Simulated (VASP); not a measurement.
# A VASP study of Titanium (r2SCAN): structure first, properties next, part 4 of 4

Wanted: the relaxed cell of Titanium and its properties. Left out of this account: 1 further run (relaxation: a spoilt try). This is not the structure that Ti takes at ambient conditions. The start is a cell from a database of measured crystal structures.

VASP 6.6.1; r2SCAN; plane waves and PAW (Ti_sv).

Still holding for the runs below: The k-mesh is coarse for a metal.

So far. Step 20 (Volume scan with r2SCAN (run 13)): The pressure falls from -2.11 to -4.08 GPa. Step 20 (Volume scan with r2SCAN (run 13)): The run ends at a pressure of -4.08 GPa.

### 21. Volume scan with r2SCAN (run 14)

INCAR reads:

```
SYSTEM = Ti
PREC = Accurate
ENCUT = 400
EDIFF = 1E-06
NELM = 100
ISMEAR = 1
SIGMA = 0.2
LREAL = .FALSE.
ALGO = Normal
METAGGA = R2SCAN
LASPH = .TRUE.
NBANDS = 12
LORBIT = 11
LWAVE = .FALSE.
LCHARG = .FALSE.
KPAR = 2
ISIF = 2
```

POSCAR reads:

```
Ti
1.0
   -1.6576105364      1.6576105364      1.6576105364
    1.6576105364     -1.6576105364      1.6576105364
    1.6576105364      1.6576105364     -1.6576105364
Ti
1
Direct
    0.0000000000      0.0000000000      0.0000000000
```

KPOINTS reads:

```
Automatic mesh
0
Gamma
10 10 10
0 0 0
```

Potentials, in the order of the species: Ti_sv (PBE family, release 64).

Run with:

```console
$ mpirun -np 2 vasp_std
```

The log of the run:

```text
[... set-up lines as in an earlier step ...]
 entering main loop
       N       E                     dE             d eps       ncg     rms          rms(c)
[... 13 cycles as in an earlier step ...]
   1 F= -.12792031E+02 E0= -.12792636E+02  d E =0.181426E-02
```

The job ended after 8.4 s (2 MPI ranks of Intel Xeon 6975P-C (Granite Rapids), shared host; peak memory 0.23 GiB; 16 s of CPU time).

Parts of OUTCAR (step 21):

```text
[... 6 parts as in an earlier step ...]

[... 1 further part left out ...]
[key lines of the parts left out:]
E-fermi :   7.6224
```

The pressure falls from -4.08 to -5.91 GPa.

The run ends at a pressure of -5.91 GPa.

### 22. The series together

Times are for 2 MPI ranks of Intel Xeon 6975P-C (Granite Rapids), shared host. The series side by side:

| no. | volume scale | energy above the lowest point (meV/atom) | pressure (GPa) | time | memory (GiB) |
| --- | --- | --- | --- | --- | --- |
| 1 | 0.94 | 28.35 | 7.623 | 7.4 s | 0.22 |
| 2 | 0.94 | 28.35 | 7.623 | 8 s | 0.22 |
| 3 | 0.96 | 13.31 | 4.890 | 8.2 s | 0.21 |
| 4 | 0.96 | 13.31 | 4.890 | 8.2 s | 0.22 |
| 5 | 0.98 | 4 | 2.398 | 7.8 s | 0.22 |
| 6 | 0.98 | 4 | 2.398 | 7 s | 0.21 |
| 7 | 1 | 0 | 0.04346 | 7.8 s | 0.21 |
| 8 | 1 | 0 | 0.04346 | 7.8 s | 0.21 |
| 9 | 1.02 | 0.83 | -2.106 | 7.2 s | 0.22 |
| 10 | 1.02 | 0.83 | -2.106 | 7.4 s | 0.22 |
| 11 | 1.04 | 6.24 | -4.082 | 11 s | 0.23 |
| 12 | 1.04 | 6.24 | -4.082 | 8.6 s | 0.23 |
| 13 | 1.06 | 15.58 | -5.911 | 8.6 s | 0.23 |
| 14 | 1.06 | 15.58 | -5.911 | 8.4 s | 0.23 |

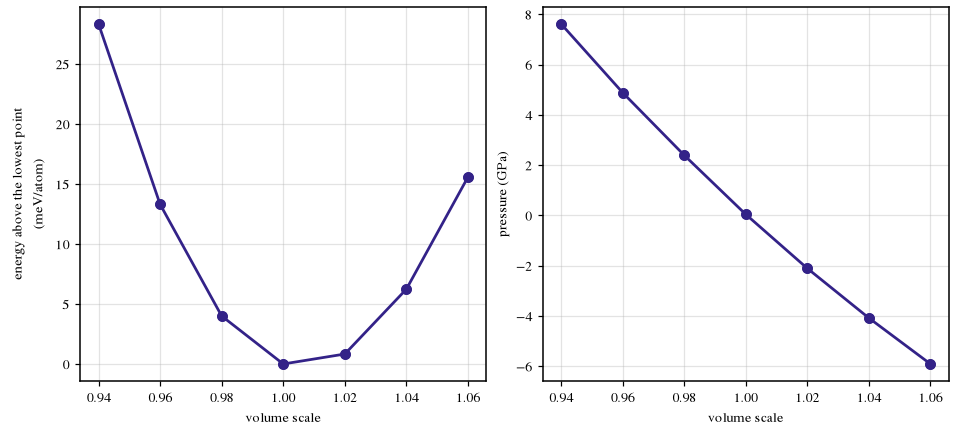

The series as plots.

### 23. Fit for r2SCAN (run 2)

This step: Birch-Murnaghan fit, r2SCAN; plane waves and PAW (VASP 6.6.1).

Derived from the runs above.

The energy above the fitted minimum by volume:

| volume (Å³/atom) | energy above the fitted minimum (eV/atom) |
| --- | --- |
| 16.156 | 0.0286 |
| 16.500 | 0.0135 |
| 16.843 | 0.00423 |
| 17.187 | 2.3e-4 |
| 17.531 | 0.00106 |
| 17.875 | 0.00647 |
| 18.218 | 0.0158 |

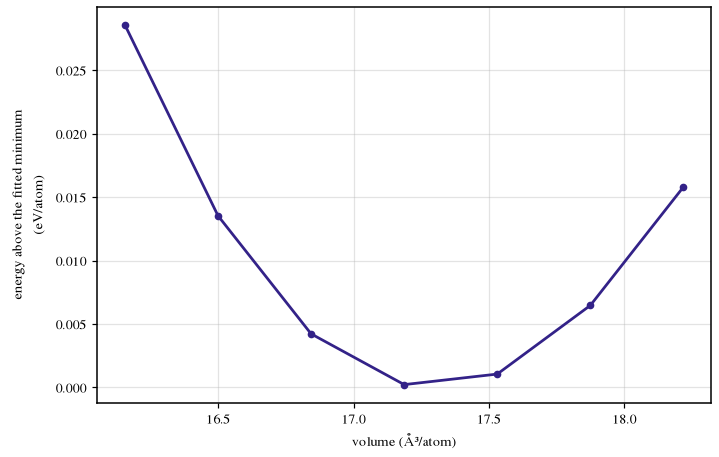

Energy above the fitted minimum, plotted against volume.

The fitted volume lies +0.62 % from the relaxed one. At a finite cutoff and mesh the minimum of the energy and the zero of the stress don't quite coincide, and the relaxation stops at a threshold.

### 24. Electric field gradients (r2SCAN)

This step: r2SCAN; plane waves and PAW (Ti_sv) (VASP 6.6.1).

Field gradients probe how far the charge around each nucleus departs from cubic symmetry; LASPH keeps the non-spherical terms inside the spheres.

INCAR, as its differences from that of step 21:

```diff
@@ -3,3 +3,3 @@
 ENCUT = 400
-EDIFF = 1E-06
+EDIFF = 1E-07
 NELM = 100
@@ -16,2 +16,2 @@
 KPAR = 2
-ISIF = 2
+LEFG = .TRUE.
```

POSCAR reads:

```
Ti
1.0
   -1.6257254714      1.6257254714      1.6257254714
    1.6257254714     -1.6257254714      1.6257254714
    1.6257254714      1.6257254714     -1.6257254714
Ti
1
Direct
    0.0000000000      0.0000000000      0.0000000000
```

KPOINTS is that of step 21.

Run with:

```console
$ mpirun -np 2 vasp_std
```

The log of the run:

```text
[... set-up lines as in an earlier step ...]
 entering main loop
       N       E                     dE             d eps       ncg     rms          rms(c)
[... 11 cycles as in an earlier step ...]
DAV:  12    -0.128073316398E+02    0.13689E-05   -0.41127E-06  1244   0.180E-02    0.177E-03
DAV:  13    -0.128073317844E+02   -0.14464E-06   -0.33129E-07  1416   0.514E-03    0.113E-03
DAV:  14    -0.128073313843E+02    0.40013E-06   -0.98954E-08   784   0.403E-03    0.709E-04
DAV:  15    -0.128073313450E+02    0.39278E-07   -0.13834E-08   592   0.164E-03
ion   1
     0.0000000    -0.0000000    -0.0000000    -0.0000000     0.0000000     0.0000000
     0.0000422    -0.0000000    -0.0000000    -0.0000000     0.0000000     0.0000000
     0.0000581    -0.0000000    -0.0000000    -0.0000000     0.0000000     0.0000000
     0.0000800    -0.0000000    -0.0000000    -0.0000000     0.0000000     0.0000000
     0.0001102    -0.0000000    -0.0000000    -0.0000000     0.0000000     0.0000000

     0.0000000    -0.0000000    -0.0000000     0.0000000    -0.0000000     0.0000000
     0.0000422    -0.0000000    -0.0000000     0.0000000    -0.0000000     0.0000000
     0.0000581    -0.0000000    -0.0000000     0.0000000    -0.0000000     0.0000000
     0.0000800    -0.0000000    -0.0000000     0.0000000    -0.0000000     0.0000000
     0.0001102    -0.0000000    -0.0000000     0.0000000    -0.0000000     0.0000000

   1 F= -.12807331E+02 E0= -.12808213E+02  d E =0.264446E-02
```

Elapsed: 9 s, on 2 MPI ranks; peak memory 0.22 GiB.

OUTCAR, selected parts (step 24):

```text
   NELECT =      12.0000    total number of electrons

 E-fermi :   8.2253

 k-point     1 :       0.0000    0.0000    0.0000
  band No.  band energies     occupation
      1     -50.6503      2.00000
      2     -25.4497      2.00000
      3     -25.4497      2.00000
      4     -25.4497      2.00000
      5       1.9009      2.00000
      6       9.3844     -0.00000
      7       9.3844     -0.00000
      8       9.3844     -0.00000
      9      11.1844     -0.00000
     10      11.1844     -0.00000
    ...

  Total       -0.0015932     -0.0015932     -0.0015932      0.0000000      0.0000000     -0.0000000
  in kB       -0.1485211     -0.1485211     -0.1485211      0.0000000      0.0000000     -0.0000000
  external PRESSURE =      -0.1485211 kB  Pullay stress =       0.0000000 kB

  FREE ENERGIE OF THE ION-ELECTRON SYSTEM (eV)
  ---------------------------------------------------
  free  energy   TOTEN  =       -12.8073313450 eV

  energy  without entropy=      -12.8099758085  energy(sigma->0) =      -12.80821283

 Electric field gradients after diagonalization (V/A^2)
 (convention: |V_zz| > |V_xx| > |V_yy|)
----------------------------------------------------------------------
 ion       V_xx      V_yy      V_zz     asymmetry (V_yy - V_xx)/ V_zz
----------------------------------------------------------------------
   1      -0.003    -0.003     0.007       0.000
----------------------------------------------------------------------

[... 11 parts as in an earlier step ...]

[... 7 further parts left out ...]
```

Numbers from this step:

```yaml
scf_cycles: 15
free_energy_toten: -12.81 eV
energy_at_zero_smearing: -12.81 eV
fermi_energy: 8.225 eV
pressure: -0.01485 GPa
```

Electric field gradients, by row:

| atom | Vxx (V/Å²) | Vyy (V/Å²) | Vzz (V/Å²) | asymmetry |
| --- | --- | --- | --- | --- |
| Ti1 | -0.003 | -0.003 | 0.007 | - |

All gradients vanish within the noise.

The run ends at a pressure of -0.01 GPa.

### 25. Summary of results

| Item | Value |
| --- | --- |
| relaxed volume | 17.19 Å³/atom |
| relaxed conventional cell a, b, c | 3.251, 3.251, 3.251 Å |
| space group after relaxing, within 0.02 Å | Im-3m (No. 229) |
| band gap | none, a metal |
| DOS at the Fermi level | 1.90 states/eV/cell |
| bulk modulus from the fit | 111 GPa |
| volume from the fit | 17.3 Å³/atom |
| largest field gradient Vzz | zero within the noise on all sites |

**Reading.** With r2SCAN, Titanium relaxes to 17.19 Å³/atom in space group Im-3m (held by the symmetry of the run), comes out as a metal and has a bulk modulus of 111 GPa. Against the listed cell the volume lies -2.8 %. Band structure (r2SCAN): Of the bands kept, 2 cross the Fermi level on this path. The k-sampling is coarse for a metal, so the Fermi level, pressures and the shape of the cell carry errors. No search among competing phases was made. All values are for a static lattice at zero temperature.

[Lines on the potential files, build, host, timing and source positions are cut from VASP's logs without a mark.]

[Logs are printed without paths, hosts, clocks, repeated set-up lines and the standing remarks that a program may print on its own settings, such as how far it seeks lower states.]

[Hosts, paths, dates, database ids (printed as entryN), source tags and the programs' standing remarks are cut or masked in the printed files.]

[A measured line is paired with the nearest computed mode of its activity, which favours agreement.]
